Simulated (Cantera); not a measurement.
Input: 1 mol Al(CH₃)₃, 1.7 mol N₂O, 330 mol H₂, at 10.0 mbar.

Equilibrium computed with Cantera from the NASA thermochemical tables; the gas is ideal and each condensed phase is pure. Candidate condensed phases: Al, AlN, Al₂O₃, C, C₆H₆, C₇H₈, C₈H₁₈, H₂O; 148 gas species. The feed counts by its element totals alone. Mutual solubility and eutectic melting of coexisting phases are not modelled. Rates play no part.

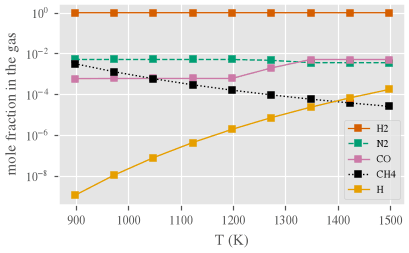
Fig. 1. Equilibrium gas composition (values under 1e-9 drawn at 1e-9)

Q: Read off the mole fractions at 1123 K.

A: H₂ about 0.99, N₂ about 0.0051, CO about 0.00059, CH₄ about 0.00029, H about 4.2e-7.
